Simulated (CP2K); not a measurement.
**AlSiH5 (SMILES [H][Al]([H])[SiH3]): PM6**

Aim: the energy difference between two shapes of AlSiH5 at PM6, from 2 runs. 

Program for the calculation: CP2K 2026.2.

2 further runs of the same task are left out: 1 that didn't finish, 1 set aside as unsound or not needed.

### Step 1. Starting point

The species is AlSiH5 (7 atoms), meant as a singlet with charge 0. As SMILES, `[H][Al]([H])[SiH3]`. The shape comes from GFN2-xTB, which is rough for such elements, and wasn't checked as a minimum.

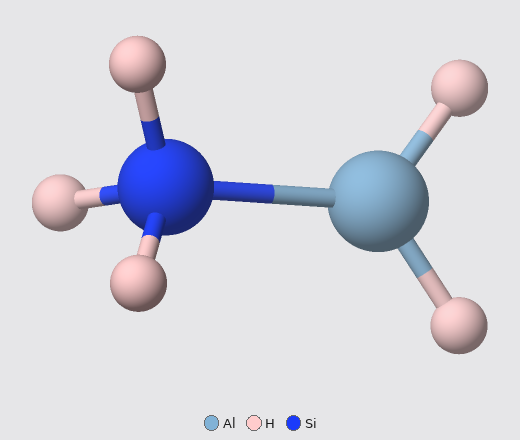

The structure, seen from a chosen angle (aluminium light blue, hydrogen pink, silicon blue).

### Step 2. A single-point energy at PM6

run.inp reads:

```
&GLOBAL
  PROJECT_NAME run
  RUN_TYPE ENERGY
  PRINT_LEVEL MEDIUM
&END

&FORCE_EVAL
  METHOD Quickstep
  &DFT
    &QS
      METHOD PM6
      EPS_DEFAULT 1.0E-10
      &SE
        &COULOMB
          CUTOFF [angstrom] 50
          RC_RANGE [angstrom] 0
        &END
        &EXCHANGE
          CUTOFF [angstrom] 50
          RC_RANGE [angstrom] 0
        &END
      &END
    &END
    &POISSON
      PERIODIC NONE
      POISSON_SOLVER ANALYTIC
    &END
    &SCF
      SCF_GUESS ATOMIC
      EPS_SCF 1.0E-06
      MAX_SCF 100
      ADDED_MOS 2
      &DIAGONALIZATION
        ALGORITHM STANDARD
      &END
      &MIXING
        METHOD DIRECT_P_MIXING
        ALPHA 0.4
      &END
    &END
    &PRINT
      &MOMENTS
        PERIODIC F
        REFERENCE COM
        MAX_MOMENT 1
      &END
      &MO ON
        ENERGIES T
        OCCUPATION_NUMBERS T
        NDIGITS 6
        &EACH
          QS_SCF 0
        &END
        ADD_LAST NUMERIC
      &END
      &HIRSHFELD OFF
      &END
    &END
  &END
  &SUBSYS
    &CELL
      ABC 14.1 14.6 12.1
      PERIODIC NONE
    &END
    &COORD
      Al     7.541050     8.181450     6.380170
      H      9.098420     8.344750     6.432780
      H      6.906390     9.612940     6.359730
      Si     6.335620     6.081960     6.359560
      H      5.001580     6.143340     7.001930
      H      7.030620     4.987060     7.077440
      H      6.057390     5.506760     5.022560
    &END
  &END
&END
```

Started as:

```console
$ OMP_NUM_THREADS=1 cp2k.psmp -i run.inp > run.out 2>&1
```

The program printed:

```text
CP2K| version string:                                       CP2K version 2026.2
[...]
 GLOBAL| Method name                                                        CP2K
[...]
 GLOBAL| Run type                                                         ENERGY
[...]
                             - Atoms:                                          7
[...]
                             - Spherical basis functions:                     23
[...]
 Number of electrons:                                                         12
[...]
     1 P_Mix/Diag. 0.40E+00    0.0     0.81249337        -4.0227790624 -4.02E+00
[...]
    14 DIIS/Diag.  0.21E-06    0.0     0.00000092        -7.0485333863 -1.49E-11
  *** SCF run converged in    14 steps ***
  Core-core repulsion energy [eV]:                            288.13338608003187
  Core Hamiltonian energy [eV]:                              -268.63918299294716
  Two-electron integral energy [eV]:                         -422.58910137435942
  Electronic energy [eV]:                                    -479.93373368012681
  Total energy [eV]:                                         -191.80034760009499
  Atomic reference energy [eV]:                               192.16911165935494
  Heat of formation [kcal/mol]:                                 8.50390190101217
[...]
 SE_DIPOLE| Moment [Debye]          0.05940410       0.08966570       0.07743149
 SE_DIPOLE| Derivative [a.u.]       0.00000000       0.00000000       0.00000000
 ENERGY| Total FORCE_EVAL ( QS ) energy [hartree]             -7.048533386290191
[...]
```

It took 0.4 s on 1 thread of Arm Neoverse N1, shared host; peak memory 0.14 GiB.

### Step 3. The distorted shape

gas.inp reads:

```
&GLOBAL
  PROJECT gas
  RUN_TYPE ENERGY
  PRINT_LEVEL MEDIUM
&END GLOBAL
&FORCE_EVAL
  METHOD QS
  &DFT
    CHARGE 0
    MULTIPLICITY 1
    &QS
      METHOD PM6
      EPS_DEFAULT 1.0E-10
      &SE
        &COULOMB
          CUTOFF [angstrom] 50
          RC_RANGE [angstrom] 0
        &END COULOMB
        &EXCHANGE
          CUTOFF [angstrom] 50
          RC_RANGE [angstrom] 0
        &END EXCHANGE
      &END SE
    &END QS
    &POISSON
      PERIODIC NONE
      POISSON_SOLVER ANALYTIC
    &END POISSON
    &SCF
      SCF_GUESS ATOMIC
      EPS_SCF 1.0E-06
      MAX_SCF 100
      ADDED_MOS 2
      &DIAGONALIZATION
        ALGORITHM STANDARD
      &END DIAGONALIZATION
      &MIXING
        METHOD DIRECT_P_MIXING
        ALPHA 0.4
      &END MIXING
    &END SCF
    &PRINT
      &MOMENTS
        PERIODIC F
        REFERENCE COM
        MAX_MOMENT 1
      &END MOMENTS
      &MO ON
        ENERGIES T
        OCCUPATION_NUMBERS T
        NDIGITS 6
        &EACH
          QS_SCF 0
        &END EACH
        ADD_LAST NUMERIC
      &END MO
      &HIRSHFELD OFF
      &END HIRSHFELD
    &END PRINT
  &END DFT
  &SUBSYS
    &CELL
      ABC [angstrom] 14.2 14.7 12
      PERIODIC NONE
    &END CELL
    &COORD
      Al     7.555124     8.075133     6.280416
      H      9.211902     8.324324     6.321349
      H      6.906968     9.714538     6.379728
      Si     6.244197     6.132788     6.228814
      H      4.988098     6.046485     7.005941
      H      7.001558     4.985462     6.947004
      H      5.941872     5.537805     4.994059
    &END COORD
  &END SUBSYS
&END FORCE_EVAL
```

Started as:

```console
$ OMP_NUM_THREADS=1 cp2k.psmp -i gas.inp > gas.out 2>&1
```

The program printed:

```text
CP2K| version string:                                       CP2K version 2026.2
[...]
 GLOBAL| Method name                                                        CP2K
[...]
 GLOBAL| Run type                                                         ENERGY
[...]
                             - Atoms:                                          7
[...]
                             - Spherical basis functions:                     23
[...]
 Number of electrons:                                                         12
[...]
     1 P_Mix/Diag. 0.40E+00    0.0     0.80892145        -4.1259557313 -4.13E+00
[...]
    14 DIIS/Diag.  0.33E-06    0.0     0.00000083        -7.0373455822 -4.12E-11
  *** SCF run converged in    14 steps ***
  Core-core repulsion energy [eV]:                            283.77130391118715
  Core Hamiltonian energy [eV]:                              -265.99890592537565
  Two-electron integral energy [eV]:                         -418.53661991015150
  Electronic energy [eV]:                                    -475.26721588045143
  Total energy [eV]:                                         -191.49591196926426
  Atomic reference energy [eV]:                               192.16911165935494
  Heat of formation [kcal/mol]:                                15.52435488374789
[...]
 SE_DIPOLE| Moment [Debye]          0.28364266       0.28965874       0.29979082
 SE_DIPOLE| Derivative [a.u.]       0.00000000       0.00000000       0.00000000
 ENERGY| Total FORCE_EVAL ( QS ) energy [hartree]             -7.037345582228642
[...]
```

Wall time 0.4 s (1 thread of Arm Neoverse N1, shared host); peak memory 0.14 GiB.

### Step 4. Results

Level: PM6.

```
                              quantity          value
             first shape: total energy    -7.04853 Eh
            first shape: dipole moment         0.13 D
              first shape: HOMO energy      -10.51 eV
              first shape: LUMO energy       -0.57 eV
            first shape: HOMO–LUMO gap        9.94 eV
        first shape: heat of formation   8.5 kcal/mol
         distorted shape: total energy    -7.03735 Eh
        distorted shape: dipole moment         0.50 D
          distorted shape: HOMO energy      -10.16 eV
          distorted shape: LUMO energy       -0.78 eV
        distorted shape: HOMO–LUMO gap        9.38 eV
    distorted shape: heat of formation  15.5 kcal/mol
energy change with the atoms displaced       0.304 eV
```

What this shows: With the atoms displaced the energy rises by 0.30 eV (29.4 kJ/mol). The first shape isn't relaxed at this level, so the change isn't measured from a minimum.
